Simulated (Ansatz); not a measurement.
Si2As2O

Input file:

```
crystal:
  lattice:
    - [4.3473504469, 0.0, 0.0]
    - [0.0, 4.3473504469, 0.0]
    - [0.0, 0.0, 10.1623375036]
  atoms:
    - { symbol: Si, position: [0.0, 0.0, 0.0] }
    - { symbol: Si, position: [0.5, 0.5, 0.0] }
    - { symbol: Si, position: [0.0, 0.5, 0.6134785036] }
    - { symbol: Si, position: [0.5, 0.0, 0.3865214964] }
    - { symbol: As, position: [0.0, 0.0, 0.5] }
    - { symbol: As, position: [0.5, 0.5, 0.5] }
    - { symbol: As, position: [0.0, 0.5, 0.8579536761] }
    - { symbol: As, position: [0.5, 0.0, 0.1420463239] }
    - { symbol: O, position: [0.0, 0.5, 0.086840511] }
    - { symbol: O, position: [0.5, 0.0, 0.913159489] }
basis:
  ecutwfc: 420
kpoints:
  mp_grid: { grid: [10, 10, 4] }
hamiltonian:
  xc: pbe
scf:
  occupations: { method: gaussian, width: 0.1 }
output:
  forces: true
  stress: true
  eigenvalues: true
  write_density: true
  write_potential: true
  elf: true
  volumetric_format: npy
relax:
  adjacent_minimum: "off"
  f_tol: 0.01
  max_steps: 80
  cell: { stress_tol: 0.05 }
```

Run with:

```sh
ansatz run input.yaml --threads 1 --pin off --max-ram 2560MiB --backend cpu --events-out ev --progress --plain --runs-dir out
```

Below, planes, directions and counts refer to the conventional cell (a = 4.32 Å, b = 4.32 Å, c = 10.38 Å, α = 90.00°, β = 90.00°, γ = 90.00°).

The fields are those of the run's last geometry, not of the input's.

Space group P4/nmm; a structure generated by program, which may or may not match a known phase.

Level of theory: Ansatz 0.2.0, DFT PBE, scalar-relativistic, plane waves, PAW.

Q: What will maps of the valence pseudo-density and electron localisation function show?

A: Si–As (2.45 Å): the density is about 0.51 e/Å³ at the midpoint; the ELF peaks at about 0.80 between the atoms.
Si–As (2.66 Å): the density is about 0.35 e/Å³ at the midpoint; the ELF peaks at about 0.80 between the atoms.

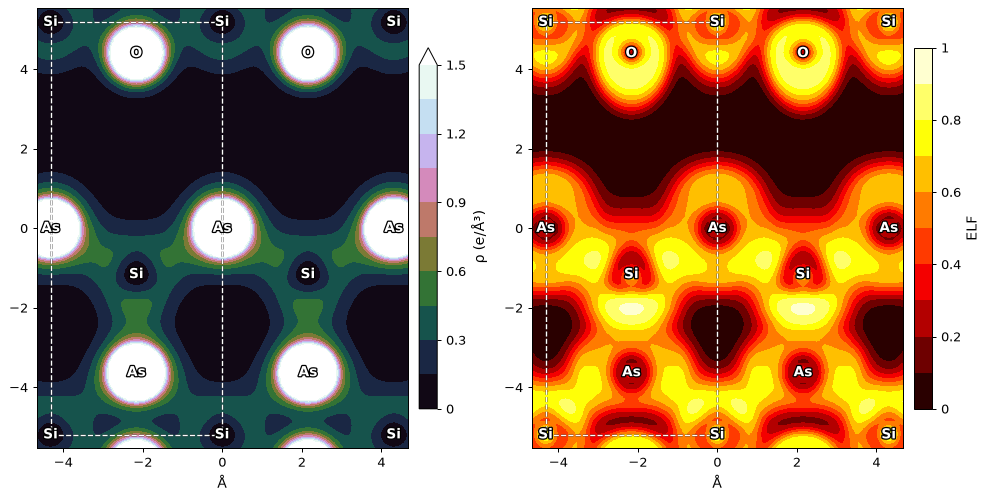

Computed valence pseudo-density and electron localisation function on the (010) plane of the conventional cell, in this order. 
